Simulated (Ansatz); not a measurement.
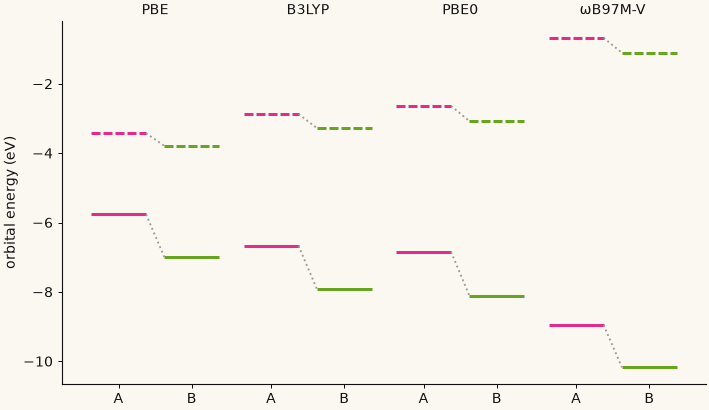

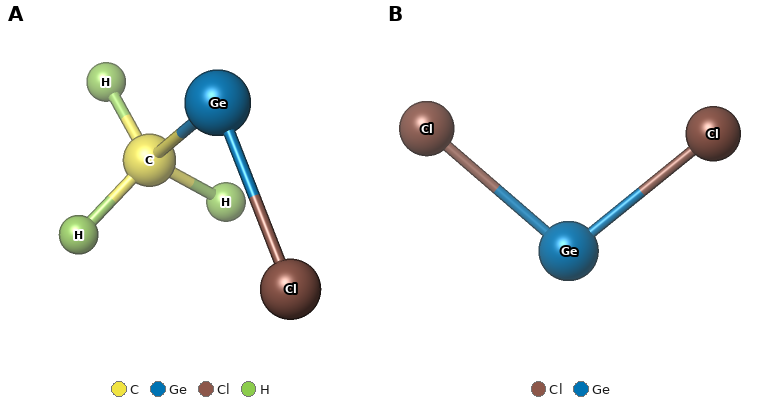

One change: A, CH₃ClGe (SMILES [CH3][Ge][Cl]), becomes B, GeCl₂ (SMILES [Cl][Ge][Cl]). CH₃ on Ge is replaced by Cl. HOMO (solid) and LUMO (dashed) computed in def2-TZVPP at PBE0-D4/def2-TZVP geometries, both minima by their frequencies, gas phase, the Ansatz code 0.2.0.

Q: What does the change do to HOMO and LUMO?

A: PBE: the HOMO falls by 1.23 eV, the LUMO falls by 0.37 eV, and the separation goes from 2.34 to 3.20 eV. B3LYP: the HOMO falls by 1.25 eV, the LUMO falls by 0.40 eV, and the separation goes from 3.79 to 4.64 eV. PBE0: the HOMO falls by 1.26 eV, the LUMO falls by 0.43 eV, and the separation goes from 4.21 to 5.03 eV. ωB97M-V: the HOMO falls by 1.22 eV, the LUMO falls by 0.43 eV, and the separation goes from 8.28 to 9.07 eV.

Q: Do the functionals agree on the effect?

A: They agree on the direction for both levels; the HOMO shift lies between −1.26 and −1.22 eV and the LUMO shift between −0.43 and −0.37 eV, while the separations themselves differ by up to 5.9 eV between functionals.
